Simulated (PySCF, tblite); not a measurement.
# C7H8O+ (doublet): geometry, infrared bands and EPR parameters

Aim: predict the infrared bands and EPR parameters of C7H8O+ (doublet) (`CC1=CC(O)=C[CH][CH+]1`).

Programs: tblite 0.8.0 and PySCF 2.14.0, with density-fitted response routines of our own. Each step states its level of theory. These are calculated values for one molecule in the gas phase, unless marked as measured. Atoms are numbered from 0 throughout.

## Step 1: Starting geometry

16 atoms, charge 1, multiplicity 2; geometry from: force field or distance geometry start.

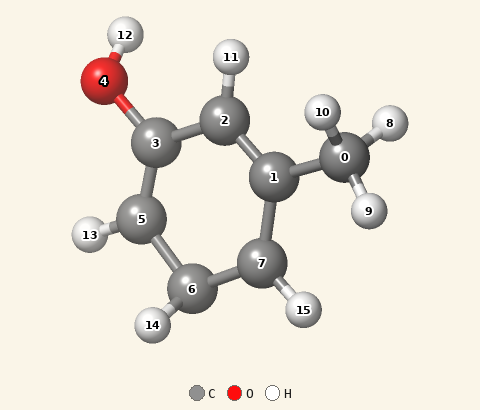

The starting geometry (carbon grey, oxygen red, hydrogen white), atoms numbered.

## Step 2: Relaxing the molecule with GFN2-xTB

Job settings and geometry (Å):

```
{"job": {"kind": "relax", "xc": "GFN2-xTB", "basis": "xTB"}, "charge": 1, "multiplicity": 2}
C      2.244200     0.661100    -0.130900
C      0.849500     0.142000    -0.077700
C     -0.176500     0.948100     0.034500
C     -1.531500     0.391000     0.080600
O     -2.611300     1.269700     0.201200
C     -1.753500    -0.918200     0.043700
C     -0.673500    -1.931500    -0.067300
C      0.700200    -1.318600    -0.116900
H      2.393200     1.189500    -1.093000
H      2.999500    -0.113100     0.075700
H      2.325600     1.471600     0.646700
H     -0.110500     2.015300     0.074000
H     -2.787900     1.977700    -0.498400
H     -2.769200    -1.316100     0.089400
H     -0.680300    -2.483200     0.918200
H      1.574400    -1.976500    -0.191400
```

Started as:

```bash
OMP_NUM_THREADS=1 python probes_run.py task.json out
```

One launch serves the whole session: the jobs run in the order shown.

What it wrote:

```text
step      E/eV     max force
  0    -613.51977    5.822
  1    -614.50911    3.462
  2    -614.82393    2.081
  3    -615.13460    1.288
  4    -615.25746    0.884
  5    -615.34936    1.089
  6    -615.48077    1.171
  7    -615.59481    1.493
  8    -615.72523    1.060
  9    -615.81596    0.647
 10    -615.85712    0.623
 11    -615.90693    0.649
 12    -615.97123    0.460
 13    -615.99744    0.439
 14    -616.02987    0.376
 15    -616.05441    0.434
 16    -616.07001    0.351
 17    -616.08048    0.348
 18    -616.08939    0.253
 19    -616.09769    0.197
 20    -616.10262    0.194
 21    -616.10549    0.152
 22    -616.10791    0.120
 23    -616.11024    0.122
 24    -616.11226    0.122
 25    -616.11397    0.103
 26    -616.11535    0.104
 27    -616.11661    0.090
 28    -616.11797    0.120
 29    -616.11935    0.102
 30    -616.12061    0.098
 31    -616.12163    0.081
 32    -616.12224    0.047
 33    -616.12251    0.041
 34    -616.12268    0.032
 35    -616.12287    0.036
 36    -616.12308    0.042
 37    -616.12326    0.037
 38    -616.12343    0.030
 39    -616.12363    0.036
 40    -616.12393    0.049
 41    -616.12429    0.046
 42    -616.12459    0.042
 43    -616.12477    0.042
 44    -616.12489    0.037
 45    -616.12501    0.037
 46    -616.12515    0.030
 47    -616.12527    0.026
 48    -616.12537    0.020
 49    -616.12544    0.022
 50    -616.12551    0.019
 51    -616.12557    0.018
 52    -616.12563    0.020
 53    -616.12568    0.017
 54    -616.12572    0.014
 55    -616.12574    0.015
 56    -616.12577    0.014
 57    -616.12581    0.019
 58    -616.12585    0.022
 59    -616.12589    0.016
 60    -616.12592    0.015
 61    -616.12595    0.016
 62    -616.12601    0.028
 63    -616.12610    0.038
 64    -616.12622    0.036
 65    -616.12632    0.027
 66    -616.12641    0.026
 67    -616.12652    0.026
 68    -616.12664    0.035
 69    -616.12681    0.035
 70    -616.12701    0.044
 71    -616.12721    0.038
 72    -616.12739    0.034
 73    -616.12754    0.030
 74    -616.12767    0.026
 75    -616.12784    0.037
 76    -616.12808    0.042
 77    -616.12829    0.080
 78    -616.12857    0.103
 79    -616.12913    0.042
 80    -616.12974    0.043
 81    -616.13085    0.078
 82    -616.13177    0.096
 83    -616.13350    0.101
 84    -616.13299    0.230
 85    -616.13591    0.081
 86    -616.13691    0.084
 87    -616.13919    0.160
 88    -616.14037    0.084
 89    -616.14159    0.065
 90    -616.14352    0.082
 91    -616.14422    0.087
 92    -616.14506    0.091
 93    -616.14557    0.066
 94    -616.14626    0.098
 95    -616.14749    0.113
 96    -616.14987    0.124
 97    -616.15105    0.132
 98    -616.15223    0.064
 99    -616.15272    0.143
100    -616.15321    0.060
101    -616.15368    0.067
102    -616.15394    0.053
103    -616.15422    0.047
104    -616.15453    0.045
105    -616.15475    0.039
106    -616.15489    0.028
107    -616.15499    0.027
108    -616.15510    0.030
109    -616.15520    0.027
110    -616.15530    0.031
111    -616.15539    0.035
112    -616.15549    0.030
113    -616.15558    0.025
114    -616.15567    0.021
115    -616.15573    0.021
116    -616.15578    0.017
117    -616.15584    0.019
118    -616.15590    0.018
119    -616.15595    0.018
120    -616.15601    0.016
121    -616.15607    0.019
122    -616.15613    0.017
123    -616.15617    0.015
124    -616.15620    0.012
125    -616.15623    0.012
126    -616.15626    0.012
127    -616.15627    0.010
128    -616.15628    0.006
```

Wall time 0.65 s (1 thread of Arm Neoverse V2, shared host); peak memory 0.18 GiB.

Along the way: (not every step is listed)

```
step  energy from step 0 (eV)  largest force (eV/Å)
   0                   0.0000                5.8220
   1                  -0.9893                3.4622
   2                  -1.3042                2.0812
   3                  -1.6148                1.2883
   4                  -1.7377                0.8842
   5                  -1.8296                1.0886
   6                  -1.9610                1.1706
   7                  -2.0750                1.4934
   8                  -2.2055                1.0603
  19                  -2.5779                0.1966
  30                  -2.6008                0.0984
  41                  -2.6045                0.0463
  52                  -2.6059                0.0203
  63                  -2.6063                0.0383
  74                  -2.6079                0.0260
  85                  -2.6161                0.0814
  96                  -2.6301                0.1242
 107                  -2.6352                0.0267
 118                  -2.6361                0.0181
 123                  -2.6364                0.0147
 124                  -2.6364                0.0121
 125                  -2.6365                0.0118
 126                  -2.6365                0.0117
 127                  -2.6365                0.0103
 128                  -2.6365                0.0064
```

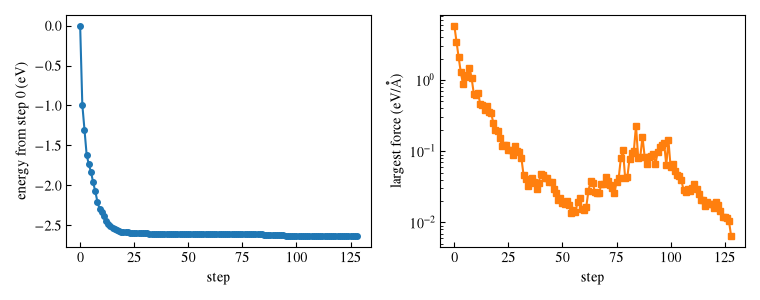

Energy and largest force along the relaxation.

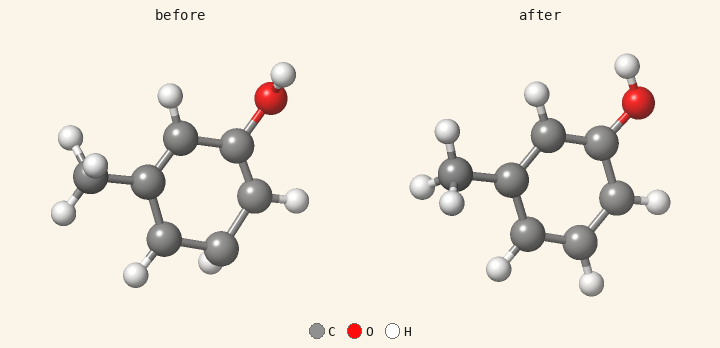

The geometry before (left) and after (right).

Distances of close pairs at the start and the end, largest changes first:

```
  bond  before (Å)  after (Å)  change (Å)
 C6–C7       1.505      1.392      -0.113
 C5–C6       1.485      1.374      -0.111
 C3–C5       1.328      1.439      +0.111
 C3–O4       1.397      1.306      -0.091
 C1–C2       1.310      1.380      +0.070
 C2–C3       1.466      1.403      -0.063
C6–H14       1.129      1.079      -0.050
C0–H10       1.126      1.086      -0.040
```

The next job starts from the end point, and lists it.

## Step 3: Vibrational analysis with GFN2-xTB

Job settings and geometry (Å):

```
{"job": {"kind": "ir", "xc": "GFN2-xTB", "basis": "xTB"}, "charge": 1, "multiplicity": 2}
C      2.213110     0.705617    -0.137177
C      0.837832     0.178161    -0.049777
C     -0.271024     0.997748    -0.007369
C     -1.559568     0.449351     0.074442
O     -2.655799     1.158480     0.117548
C     -1.725993    -0.979880     0.115044
C     -0.622598    -1.796996     0.073639
C      0.649019    -1.237477    -0.008397
H      2.709869     0.315922    -1.029377
H      2.809304     0.346250     0.705359
H      2.238299     1.790974    -0.158063
H     -0.151346     2.071819    -0.037983
H     -2.526039     2.122432     0.089341
H     -2.731879    -1.366674     0.178352
H     -0.739988    -2.869211     0.104114
H      1.519204    -1.877571    -0.041108
```

What it wrote:

```text
mode    cm-1     km/mol
  1     108.8      6.64
  2     162.2      0.23
  3     174.0      0.03
  4     292.4      0.41
  5     336.5      1.26
  6     429.3      6.50
  7     462.9     21.15
  8     469.6      1.89
  9     511.1      0.32
 10     550.1    123.38
 11     620.0     94.92
 12     731.7      1.06
 13     767.4     35.07
 14     827.6      6.48
 15     879.2     13.34
 16     924.7      1.13
 17     933.3     60.33
 18     965.7     21.79
 19     966.3      5.43
 20    1005.6      2.04
 21    1095.7    100.12
 22    1107.6     96.40
 23    1142.8    123.62
 24    1191.1    108.75
 25    1247.5     66.72
 26    1314.7     36.28
 27    1343.7    186.48
 28    1350.0    249.67
 29    1378.8     30.49
 30    1400.4      8.25
 31    1428.6     41.26
 32    1448.8    553.58
 33    1486.6     18.70
 34    1548.2     64.07
 35    2960.8      6.58
 36    2988.3     88.34
 37    3071.8      4.75
 38    3083.7      0.41
 39    3088.2      1.80
 40    3101.5      7.11
 41    3111.6     11.26
 42    3381.7    181.22
```

It took 0.41 s on 1 thread of Arm Neoverse V2, shared host; peak memory 0.18 GiB.

The strongest bands and the atoms that carry them (share of the mass-weighted mode):

```
cm⁻¹  km/mol                               atoms
 550   123.4         H12 32 %, H13 23 %, C3 19 %
1096   100.1        H12 37 %, H13 16 %, H15 11 %
1143   123.6        H15 38 %, H14 25 %, H13 12 %
1191   108.8         C1 27 %, H14 19 %, H11 17 %
1344   186.5  C3 23 %, H9 14 %, H8 14 %, C7 13 %
1350   249.7           H9 22 %, H8 22 %, C1 13 %
1449   553.6           C3 51 %, C2 14 %, O4 12 %
3382   181.2                            H12 94 %
```

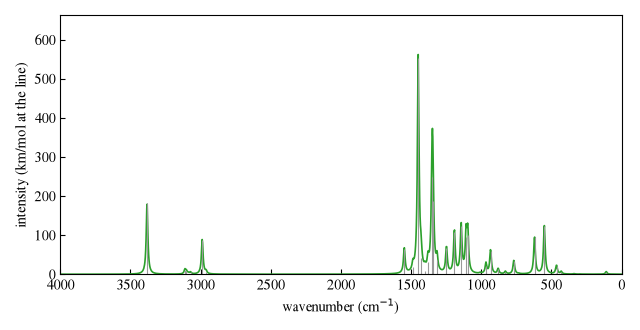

The infrared spectrum from these modes, unscaled. Lines are broadened to a width of 14 cm⁻¹ (Lorentzian).

## Step 4: EPR parameters: B3LYP/pcH-1

The job, as its differences from that of step 3:

```diff
@@ -1,2 +1,2 @@
-{"job": {"kind": "ir", "xc": "GFN2-xTB", "basis": "xTB"}, "charge": 1, "multiplicity": 2}
+{"job": {"kind": "epr", "basis": "pcH-1"}, "charge": 1, "multiplicity": 2}
 C      2.213110     0.705617    -0.137177
```

Method: UKS B3LYP, pcH-1 on C H O, non-relativistic, mean-field spin-orbit, GIAO.

What it wrote:

```text
UKS, coarse grid
  cycle   1  E = -346.44195132  |g| = 4.39e-01
  cycle   2  E = -346.33476023  |g| = 7.05e-01
  cycle   3  E = -346.51025008  |g| = 1.14e-01
  cycle   4  E = -346.51491294  |g| = 4.94e-02
  cycle   5  E = -346.51590139  |g| = 2.20e-02
  cycle   6  E = -346.51614881  |g| = 7.46e-03
  cycle   7  E = -346.51618797  |g| = 2.63e-03
  cycle   8  E = -346.51619602  |g| = 1.37e-03
  cycle   9  E = -346.51619928  |g| = 4.74e-04
UKS, final grid
  cycle   1  E = -346.51615868  |g| = 7.10e-04
  cycle   2  E = -346.51615852  |g| = 1.02e-03
  cycle   3  E = -346.51615903  |g| = 1.58e-04
  cycle   4  E = -346.51615907  |g| = 1.25e-04
  cycle   5  E = -346.51615910  |g| = 7.22e-05
  cycle   6  E = -346.51615911  |g| = 2.20e-05
E = -346.51615911 Eh   <S^2> = 0.7647 (exact 0.7500)
g shifts (ppm)      1          2          3
  rmc          -179       -179       -179
  gc             -3         43         34
  oz_so         -16        687       1928
  total        -198        552       1783
hyperfine (MHz)  atom isotope    a_iso     a_fc   dipolar eigenvalues
    0   13C      -2.71      -2.71     -2.03     -0.37      2.40
    1   13C      -7.16      -7.16     -5.84     -4.52     10.36
    2   13C      -6.45      -6.45     -1.61     -0.86      2.47
    3   13C      -0.14      -0.14    -18.32    -16.56     34.87
    4   17O     -18.02     -18.02    -62.31     30.45     31.86
    5   13C      20.30      20.30    -25.79    -24.51     50.29
    6   13C     -26.60     -26.60    -16.69      7.43      9.26
    7   13C      34.53      34.53    -36.85    -35.51     72.36
    8    1H      25.38      25.38     -2.69     -0.63      3.31
    9    1H      25.06      25.06     -2.69     -0.63      3.31
   10    1H      -1.62      -1.62     -1.31     -0.99      2.30
   11    1H      -2.78      -2.78     -2.74     -1.93      4.67
   12    1H     -14.47     -14.47    -13.52     -6.44     19.96
   13    1H     -21.60     -21.60    -11.78     -2.83     14.61
   14    1H       5.86       5.86     -3.40     -0.09      3.50
   15    1H     -29.90     -29.90    -17.32     -2.28     19.59
```

Run time: 80 s. Hardware: 1 thread of Arm Neoverse V2, shared host; peak memory 0.97 GiB.

Principal g values 2.00212, 2.00287, 2.00410; g(iso) = 2.00303, against 2.00232 for a free electron.

Mean a(iso) over the nuclei that a row names, and the largest dipolar term of the row (other rows stand at the frozen geometry):

```
     nuclei  isotope  a(iso) (MHz)  a(iso) (G, at g = 2.0023)  largest dipolar term (MHz)
         C7      13C          34.5                       12.3                        72.4
        H15       1H         -29.9                      -10.7                        19.6
         C6      13C         -26.6                       -9.5                       -16.7
        H13       1H         -21.6                       -7.7                        14.6
         C5      13C          20.3                        7.2                        50.3
         O4      17O         -18.0                       -6.4                       -62.3
H8, H9, H10       1H          16.3                        5.8                         3.3
        H12       1H         -14.5                       -5.2                        20.0
         C1      13C          -7.2                       -2.6                        10.4
         C2      13C          -6.5                       -2.3                         2.5
        H14       1H           5.9                        2.1                         3.5
        H11       1H          -2.8                       -1.0                         4.7
         C0      13C          -2.7                       -1.0                         2.4
         C3      13C          -0.1                        0.0                        34.9
```

Mulliken spin populations:

C0 0.00; C1 0.03; C2 0.01; C3 0.19; O4 0.17; C5 0.31; C6 -0.15; C7 0.46; H8 0.01; H9 0.01; H10 0.00; H11 0.00; H12 -0.01; H13 -0.01; H14 0.00; H15 -0.02

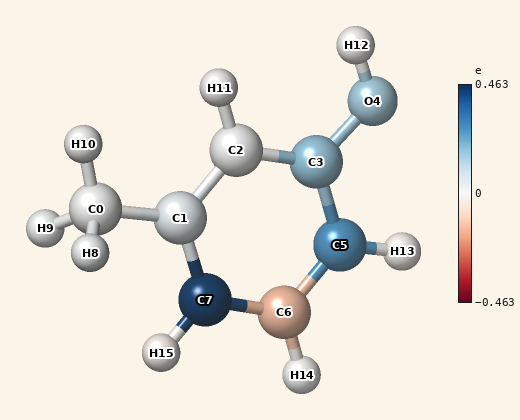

Mulliken spin populations, as colours on the atoms.

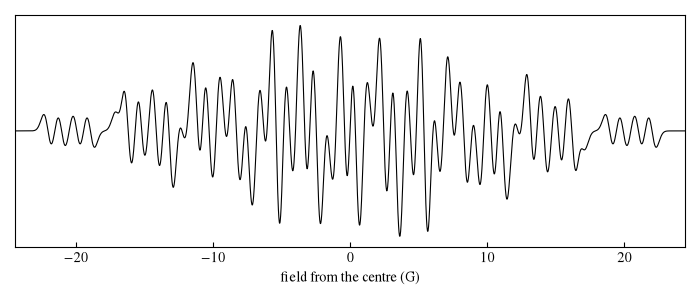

First-order isotropic spectrum (first derivative, main isotopes with spin only, couplings over 0.8 MHz, Gaussian width 0.3 G; couplings of the frozen geometry, rotation of groups not averaged beyond the rows shown).

Orbitals, density, ELF and potential are computed afterwards from the orbital file.

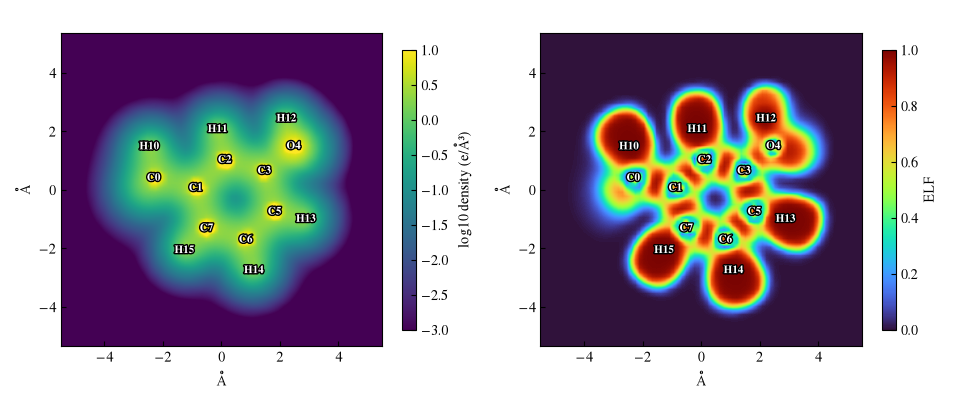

Density (left) and ELF (right) in a plane through or near 14 of the atoms.

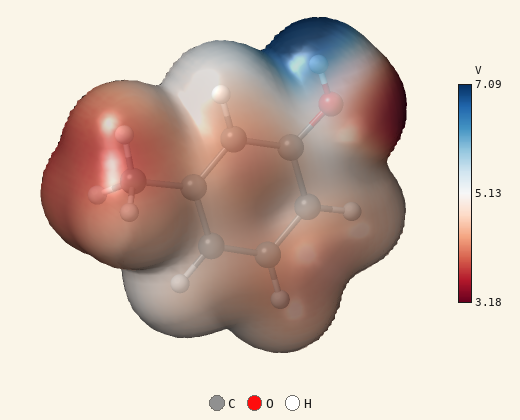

The potential that a unit positive charge feels on the 0.002 e/bohr³ surface, from 3.18 V near O4 to 7.09 V near H12.

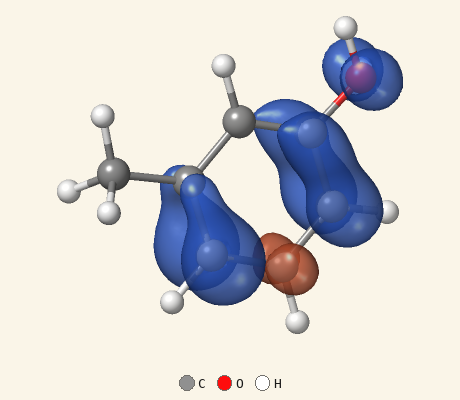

Spin density at ±0.03 e/Å³ (alpha excess blue, beta excess red).

## Step 5: Outcome

```
                                 quantity                  value
strongest single infrared mode (GFN2-xTB)  1449 cm⁻¹, 554 km/mol
             zero-point energy (GFN2-xTB)          79.2 kcal/mol
                           g(iso) (B3LYP)                2.00303
                                     ⟨S²⟩     0.765 (exact 0.75)
       largest a(iso) (averaged by class)    13C on C7, 34.5 MHz
```

**Reading.** The optimisation took 128 steps and gained 2.637 eV; among the close pairs (by a distance rule), C6–C7 changed most, from 1.505 to 1.392 Å. No mode is imaginary among the 42: a minimum at this level. The strongest single mode, at 1449 cm⁻¹, moves mainly C3. Unscaled tight-binding wavenumbers are off by several per cent, some by more. Its intensities can rank the bands wrongly. C7 carries the largest spin population, 0.46 e. The isotropic g lies 0.7 ppt above the free-electron value.
